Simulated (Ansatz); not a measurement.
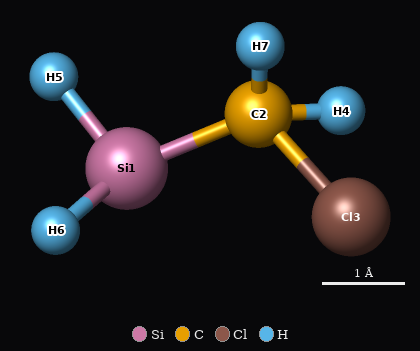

Fig. 1: The input geometry (ball-and-stick view, seen at a tilt; atoms are numbered from 1 in the order of the input).

**Geometry relaxation of CH₄ClSi (charge −1)**

System: CH₄ClSi, charge −1.
Method: RKS PBE-D4/def2-SVPD (Ansatz 0.2.0).

Figures and captions count atoms from 1; the log counts them from 0 in places.

### Input file
```yaml
crystal:
  periodic: [false, false, false]
  atoms:
    - {symbol: Si, position_ang: [-0.561420, 0.293828, -0.266067]}
    - {symbol: C, position_ang: [1.092628, -0.346916, 0.026815]}
    - {symbol: Cl, position_ang: [1.080774, -1.880847, 1.018231]}
    - {symbol: H, position_ang: [1.780615, -1.109081, -0.236583]}
    - {symbol: H, position_ang: [-0.448844, 1.602788, -1.006659]}
    - {symbol: H, position_ang: [-1.565140, 0.610852, 0.849060]}
    - {symbol: H, position_ang: [1.794000, 0.331618, 0.516621]}
basis:
  gaussian: {orbitals: def2-SVPD}
total_charge: -1
hamiltonian: {xc: pbe, dispersion: d4}
relax: {f_tol: 0.03, max_steps: 250}
```

Command:
```bash
ansatz run in.yaml --threads 2 --pin off --events-out ev --progress --plain --max-ram 4352MiB
```

### Log
```
Functional definition: PBE
  name "PBE"
  cite "Perdew, Burke & Ernzerhof, Phys. Rev. Lett. 77, 3865 (1996) doi:10.1103/PhysRevLett.77.3865"
  parent pbe
  parameter kappa = 0.804
  parameter beta = 0.06672455060314922
  exchange = pbe_x(kappa = kappa, mu = beta*pi^2/3)
  correlation = pbe_c(beta = beta)
929 factors; their error is unknown
mean field evaluation 1: about -21476.5882 eV, gradient 4.0e1 eV
mean field evaluation 2: about -21444.5767 eV, gradient 8.7e1 eV
mean field evaluation 4: about -21481.5386 eV, gradient 3.7e0 eV
mean field evaluation 8: about -21481.5937 eV, gradient 2.4e-1 eV
mean field evaluation 16: about -21481.5631 eV, gradient 1.8e-4 eV
mean field -21481.56313210 eV, -789.4328843780 hartree, gradient 4.5e-5 eV, S^2 0.000000; 1 other end points of the search recorded, 0 dependent functions left out
the calculation of the forces begins
reference -21481.56318048 eV, -789.4328861563 hartree; 21, 21 occupied and 82, 82 virtual orbitals, 929 factors
relax step   1: F+E_penalty+E_count = -21481.74228414 eV  Δ(F+E_penalty+E_count) = +0.000e0 eV  max|allowed force component| = 4.885e0 eV/Å  Δτ_max = 0.0000 Å  (40 SCF iters, accepted)
these checks for a lower state are left out or cut short: starts, cluster_reference, orbital_swaps, neighbouring_geometries, increment
929 factors; their error is unknown
mean field -21483.44457519 eV, -789.5020261364 hartree, gradient 2.5e-5 eV, S^2 0.000000; 0 other end points of the search recorded, 0 dependent functions left out
the calculation of the forces begins
reference -21483.44462278 eV, -789.5020278854 hartree; 21, 21 occupied and 82, 82 virtual orbitals, 929 factors
relax step   2: F+E_penalty+E_count = -21483.62222254 eV  Δ(F+E_penalty+E_count) = -1.880e0 eV  max|allowed force component| = 2.664e0 eV/Å  Δτ_max = 0.1967 Å  (35 SCF iters, accepted)
these checks for a lower state are left out or cut short: starts, cluster_reference, orbital_swaps, neighbouring_geometries, increment
929 factors; their error is unknown
mean field evaluation 32: about -21484.4135 eV, gradient 5.2e-1 eV
mean field -21484.38613197 eV, -789.5366277101 hartree, gradient 2.3e-5 eV, S^2 0.000000; 0 other end points of the search recorded, 0 dependent functions left out
the calculation of the forces begins
reference -21484.38617837 eV, -789.5366294151 hartree; 21, 21 occupied and 82, 82 virtual orbitals, 929 factors
relax step   3: F+E_penalty+E_count = -21484.56301095 eV  Δ(F+E_penalty+E_count) = -9.408e-1 eV  max|allowed force component| = 1.119e0 eV/Å  Δτ_max = 0.1950 Å  (34 SCF iters, accepted)
these checks for a lower state are left out or cut short: starts, cluster_reference, orbital_swaps, neighbouring_geometries, increment
929 factors; their error is unknown
mean field -21484.62790681 eV, -789.5455127715 hartree, gradient 2.0e-5 eV, S^2 0.000000; 0 other end points of the search recorded, 0 dependent functions left out
the calculation of the forces begins
reference -21484.62795354 eV, -789.5455144886 hartree; 21, 21 occupied and 82, 82 virtual orbitals, 929 factors
relax step   4: F+E_penalty+E_count = -21484.80817639 eV  Δ(F+E_penalty+E_count) = -2.452e-1 eV  max|allowed force component| = 7.893e-1 eV/Å  Δτ_max = 0.2000 Å  (33 SCF iters, accepted)
these checks for a lower state are left out or cut short: starts, cluster_reference, orbital_swaps, neighbouring_geometries, increment
929 factors; their error is unknown
mean field -21484.69733634 eV, -789.5480642597 hartree, gradient 1.9e-5 eV, S^2 0.000000; 0 other end points of the search recorded, 0 dependent functions left out
the calculation of the forces begins
reference -21484.69738169 eV, -789.5480659262 hartree; 21, 21 occupied and 82, 82 virtual orbitals, 929 factors
relax step   5: F+E_penalty+E_count = -21484.87681853 eV  Δ(F+E_penalty+E_count) = -6.864e-2 eV  max|allowed force component| = 3.613e-1 eV/Å  Δτ_max = 0.1992 Å  (32 SCF iters, accepted)
these checks for a lower state are left out or cut short: starts, cluster_reference, orbital_swaps, neighbouring_geometries, increment
929 factors; their error is unknown
mean field -21484.71522400 eV, -789.5487216191 hartree, gradient 1.4e-5 eV, S^2 0.000000; 0 other end points of the search recorded, 0 dependent functions left out
the calculation of the forces begins
reference -21484.71526912 eV, -789.5487232772 hartree; 21, 21 occupied and 82, 82 virtual orbitals, 929 factors
relax step   6: F+E_penalty+E_count = -21484.89438709 eV  Δ(F+E_penalty+E_count) = -1.757e-2 eV  max|allowed force component| = 1.148e-1 eV/Å  Δτ_max = 0.0884 Å  (28 SCF iters, accepted)
these checks for a lower state are left out or cut short: starts, cluster_reference, orbital_swaps, neighbouring_geometries, increment
929 factors; their error is unknown
mean field evaluation 64: about -21484.7253 eV, gradient 2.7e-1 eV
mean field -21484.72613713 eV, -789.5491226690 hartree, gradient 1.8e-5 eV, S^2 0.000000; 0 other end points of the search recorded, 0 dependent functions left out
the calculation of the forces begins
reference -21484.72618180 eV, -789.5491243107 hartree; 21, 21 occupied and 82, 82 virtual orbitals, 929 factors
relax step   7: F+E_penalty+E_count = -21484.90396493 eV  Δ(F+E_penalty+E_count) = -9.578e-3 eV  max|allowed force component| = 1.709e-1 eV/Å  Δτ_max = 0.1326 Å  (28 SCF iters, accepted)
these checks for a lower state are left out or cut short: starts, cluster_reference, orbital_swaps, neighbouring_geometries, increment
929 factors; their error is unknown
mean field -21484.72761315 eV, -789.5491769120 hartree, gradient 1.6e-5 eV, S^2 0.000000; 0 other end points of the search recorded, 0 dependent functions left out
the calculation of the forces begins
reference -21484.72765793 eV, -789.5491785574 hartree; 21, 21 occupied and 82, 82 virtual orbitals, 929 factors
relax step   8: F+E_penalty+E_count = -21484.90490060 eV  Δ(F+E_penalty+E_count) = -9.357e-4 eV  max|allowed force component| = 1.113e-1 eV/Å  Δτ_max = 0.0346 Å  (28 SCF iters, accepted)
these checks for a lower state are left out or cut short: starts, cluster_reference, orbital_swaps, neighbouring_geometries, increment
929 factors; their error is unknown
mean field -21484.72923922 eV, -789.5492366686 hartree, gradient 1.9e-5 eV, S^2 0.000000; 0 other end points of the search recorded, 0 dependent functions left out
the calculation of the forces begins
reference -21484.72928390 eV, -789.5492383108 hartree; 21, 21 occupied and 82, 82 virtual orbitals, 929 factors
relax step   9: F+E_penalty+E_count = -21484.90673401 eV  Δ(F+E_penalty+E_count) = -1.833e-3 eV  max|allowed force component| = 3.241e-2 eV/Å  Δτ_max = 0.0190 Å  (27 SCF iters, accepted)
these checks for a lower state are left out or cut short: starts, cluster_reference, orbital_swaps, neighbouring_geometries, increment
929 factors; their error is unknown
mean field -21484.72943063 eV, -789.5492437032 hartree, gradient 1.8e-5 eV, S^2 0.000000; 0 other end points of the search recorded, 0 dependent functions left out
the calculation of the forces begins
reference -21484.72947535 eV, -789.5492453464 hartree; 21, 21 occupied and 82, 82 virtual orbitals, 929 factors
relax step  10: F+E_penalty+E_count = -21484.90690160 eV  Δ(F+E_penalty+E_count) = -1.676e-4 eV  max|allowed force component| = 6.407e-3 eV/Å  Δτ_max = 0.0073 Å  (29 SCF iters, accepted)
929 factors; their error is unknown
mean field evaluation 96: about -21484.7579 eV, gradient 1.1e0 eV
```

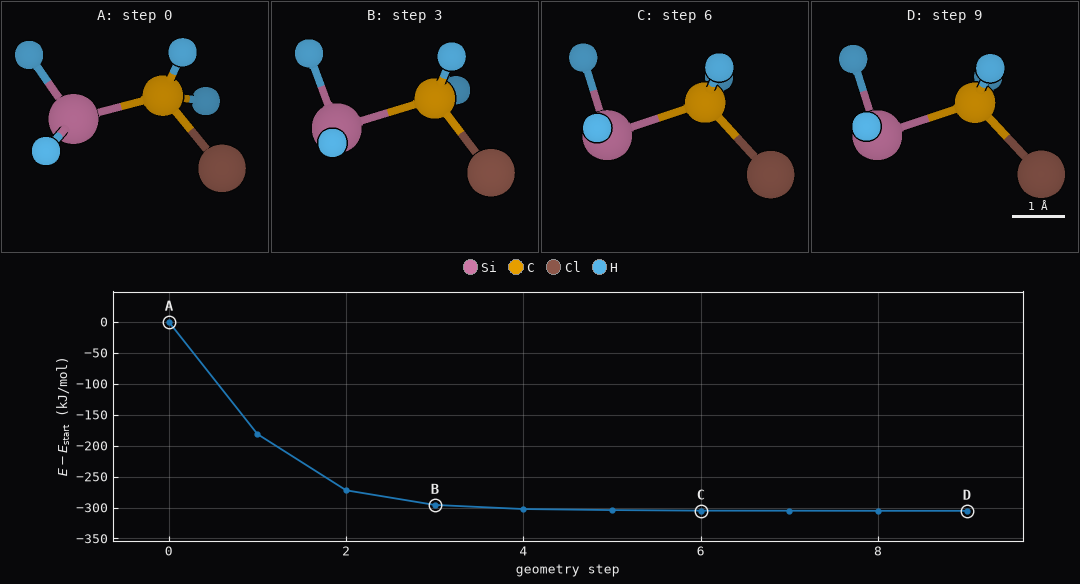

Fig. 2: Frames of the relaxation (ball-and-stick view, seen at a tilt) above the curves, on which the letters mark them (the first geometry is step 0 here and step 1 in the log).

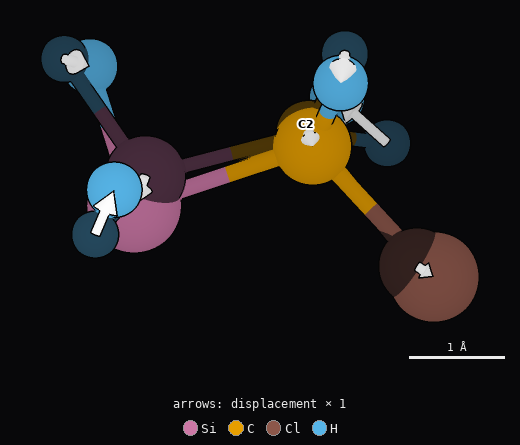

Fig. 3: Start (faint) and end (solid) with the displacements as white arrows, at true length (ball-and-stick view, seen at a tilt). The two geometries are laid on each other by the best rigid fit. Over 9 geometry steps the energy falls by 305.3 kJ/mol. The largest force component goes from 4.9 to 0.0064 eV/Å. The atom that moves furthest after the best rigid fit is H4 (0.73 Å). Largest moves by element: H 0.73 Å, Si 0.36 Å, Cl 0.21 Å, C 0.20 Å. Among the contacts that change: Si1–C2 1.798 → 1.982 Å, Si1–H5 1.508 → 1.567 Å, C2–Cl3 1.826 → 1.879 Å, C2–H4 1.060 → 1.108 Å. Among the angles that change: Cl3–C2–H4 62.3° → 103.3°, Si1–C2–H4 144.4° → 111.1°, C2–Si1–H6 123.9° → 95.2°. (Atoms are counted from 1 in the order of the input.)

```
mean field -21484.72943063 eV, -789.5492437032 hartree, gradient 1.8e-5 eV, S^2 0.000000; 1 other end points of the search recorded, 0 dependent functions left out
the calculation of the forces begins
reference -21484.72947535 eV, -789.5492453464 hartree; 21, 21 occupied and 82, 82 virtual orbitals, 929 factors
Total energy: -21484.90694631 eV, -789.5557672839 hartree
Atom 0 at    -0.817710     0.060887    -0.370369 Å, force     0.000798    -0.004244     0.002268 eV/Å
Atom 1 at     1.017678    -0.420676     0.202742 Å, force     0.004005     0.001559    -0.006407 eV/Å
Atom 2 at     1.143267    -2.062076     1.107781 Å, force    -0.001867     0.000192     0.000493 eV/Å
Atom 3 at     1.684649    -0.560769    -0.671367 Å, force    -0.002178     0.001691     0.003448 eV/Å
Atom 4 at    -0.228325     1.278649    -1.161209 Å, force     0.001263     0.000972    -0.001203 eV/Å
Atom 5 at    -1.137174     0.928308     0.887800 Å, force    -0.003591     0.002075     0.001401 eV/Å
Atom 6 at     1.510227     0.277920     0.906039 Å, force     0.001570    -0.002245    -0.000001 eV/Å
Dipole moment:     0.833263    -0.329004     0.324565 e Å
```

### Trajectory as extended XYZ (Å, eV, eV/Å), 10 frames, from step=1 to step=10
```
7
Properties=species:S:1:pos:R:3:forces:R:3 step=1 energy=-21481.74228
Si   -0.5614    0.2938   -0.2661   -3.9200  -0.7357  -2.8054
C     1.0926   -0.3469    0.0268    1.7303   1.2051   1.7824
Cl    1.0808   -1.8808    1.0182   -1.4700  -2.3678   3.9756
H     1.7806   -1.1091   -0.2366    1.5816   0.6839  -4.8853
H    -0.4488    1.6028   -1.0067    0.4743   0.4734   0.2453
H    -1.5651    0.6109    0.8491    0.9741   0.2033   0.6383
H     1.7940    0.3316    0.5166    0.6297   0.5378   1.0491
7
Properties=species:S:1:pos:R:3:forces:R:3 step=2 energy=-21483.62222
Si   -0.6559    0.2042   -0.4135   -2.2610  -0.5387  -1.4099
C     1.0686   -0.3433    0.0842    2.1794  -0.4575   0.9888
Cl    1.0732   -1.8954    1.1171   -0.9363  -0.9662   2.3050
H     1.7735   -1.0566   -0.3801   -0.0607   1.5941  -2.6642
H    -0.4143    1.6189   -0.9764    0.3930   0.1903   0.2557
H    -1.4494    0.6273    0.8763    0.7881   0.0522   0.0666
H     1.7770    0.3472    0.5939   -0.1024   0.1259   0.4581
7
Properties=species:S:1:pos:R:3:forces:R:3 step=3 energy=-21484.56301
Si   -0.7170    0.1431   -0.4836   -0.6626  -0.0263  -0.3207
C     1.0856   -0.3689    0.1356    1.0611  -1.0067  -0.1059
Cl    1.0295   -1.9090    1.2368   -0.3081   0.1881   0.7027
H     1.7634   -0.9560   -0.5468   -0.5832   1.1188  -0.6438
H    -0.3777    1.6134   -0.9453    0.2174  -0.1667   0.1694
H    -1.3845    0.6299    0.8697    0.4863  -0.0878  -0.1568
H     1.7734    0.3497    0.6350   -0.2109  -0.0194   0.3550
7
Properties=species:S:1:pos:R:3:forces:R:3 step=4 energy=-21484.80818
Si   -0.7204    0.1083   -0.5369   -0.1751  -0.1747  -0.2349
C     1.0797   -0.3814    0.1111   -0.0071  -0.0704   0.7893
Cl    0.9583   -1.8020    1.3321   -0.0204  -0.0443   0.0582
H     1.6659   -0.8643   -0.6744    0.4773   0.1096  -0.3979
H    -0.2959    1.5592   -0.8729    0.1358   0.2286  -0.1299
H    -1.2128    0.5296    0.8482   -0.1798   0.1362   0.3421
H     1.6978    0.3529    0.6942   -0.2308  -0.1850  -0.4269
7
Properties=species:S:1:pos:R:3:forces:R:3 step=5 energy=-21484.87682
Si   -0.7621    0.0684   -0.4668   -0.1391   0.1851   0.0650
C     1.0589   -0.4407    0.1570    0.1671   0.3613  -0.1239
Cl    1.0151   -1.9286    1.2526    0.0706  -0.0845   0.0156
H     1.7332   -0.7177   -0.6858   -0.1199  -0.0438   0.1180
H    -0.2847    1.4730   -1.0174    0.0982  -0.1926   0.0161
H    -1.1778    0.7186    0.9006    0.0161  -0.0781  -0.0777
H     1.5899    0.3291    0.7613   -0.0930  -0.1474  -0.0132
7
Properties=species:S:1:pos:R:3:forces:R:3 step=6 energy=-21484.89439
Si   -0.7854    0.0641   -0.4317    0.0203   0.1076  -0.0358
C     1.0490   -0.4216    0.1678   -0.0636   0.0829  -0.0616
Cl    1.0457   -1.9654    1.1987    0.0612  -0.1148   0.0956
H     1.7181   -0.6751   -0.6790   -0.0180   0.0389  -0.0301
H    -0.2564    1.4066   -1.0684    0.0169  -0.0952   0.0238
H    -1.1666    0.7745    0.9059   -0.0022   0.0021  -0.0059
H     1.5681    0.3191    0.8080   -0.0147  -0.0216   0.0139
7
Properties=species:S:1:pos:R:3:forces:R:3 step=7 energy=-21484.90397
Si   -0.8168    0.0561   -0.3815    0.1028   0.1709  -0.0316
C     1.0242   -0.4228    0.1925   -0.0609  -0.0288  -0.0556
Cl    1.1259   -2.0478    1.1325    0.0284   0.0562  -0.0310
H     1.6923   -0.5825   -0.6810   -0.0448   0.0061   0.0866
H    -0.2182    1.3087   -1.1443   -0.0741  -0.1403   0.0818
H    -1.1431    0.8968    0.9004    0.0109  -0.0320  -0.0576
H     1.5084    0.2938    0.8828    0.0378  -0.0321   0.0074
7
Properties=species:S:1:pos:R:3:forces:R:3 step=8 energy=-21484.90490
Si   -0.8172    0.0629   -0.3815   -0.0288  -0.0320   0.0633
C     1.0104   -0.4223    0.2077    0.1113   0.0370  -0.0205
Cl    1.1539   -2.0577    1.1147   -0.0451  -0.0299   0.0136
H     1.6696   -0.5666   -0.6700    0.0394  -0.0013  -0.0371
H    -0.2263    1.2898   -1.1510    0.0340   0.0095  -0.0291
H    -1.1373    0.9205    0.8794   -0.0502   0.0178   0.0313
H     1.5196    0.2757    0.9021   -0.0606  -0.0012  -0.0215
7
Properties=species:S:1:pos:R:3:forces:R:3 step=9 energy=-21484.90673
Si   -0.8190    0.0590   -0.3666    0.0303   0.0143  -0.0170
C     1.0202   -0.4197    0.2024   -0.0324   0.0040   0.0147
Cl    1.1414   -2.0627    1.1047    0.0118  -0.0098   0.0051
H     1.6867   -0.5588   -0.6724   -0.0078   0.0014   0.0045
H    -0.2280    1.2746   -1.1610   -0.0120  -0.0010  -0.0045
H    -1.1422    0.9335    0.8863    0.0117  -0.0076   0.0058
H     1.5134    0.2764    0.9080   -0.0016  -0.0012  -0.0087
7
Properties=species:S:1:pos:R:3:forces:R:3 step=10 energy=-21484.90690
Si   -0.8177    0.0609   -0.3704    0.0008  -0.0042   0.0023
C     1.0177   -0.4207    0.2027    0.0040   0.0016  -0.0064
Cl    1.1433   -2.0621    1.1078   -0.0019   0.0002   0.0005
H     1.6846   -0.5608   -0.6714   -0.0022   0.0017   0.0034
H    -0.2283    1.2786   -1.1612    0.0013   0.0010  -0.0012
H    -1.1372    0.9283    0.8878   -0.0036   0.0021   0.0014
H     1.5102    0.2779    0.9060    0.0016  -0.0022   0.0000
```

### Key numbers

```tsv
quantity	value
outcome	converged
total energy	−21484.9069 eV
mean-field energy	−21484.7295 eV
dispersion energy	−0.1775 eV
SCF solution under orbital rotations	stable
largest force (length of the vector) at the end	0.008 eV/Å
hardware	2 threads of Arm Neoverse V1, 23 GiB of memory available, shared host
wall time	18 s (CPU time 34 s)
peak memory	0.13 GiB
```
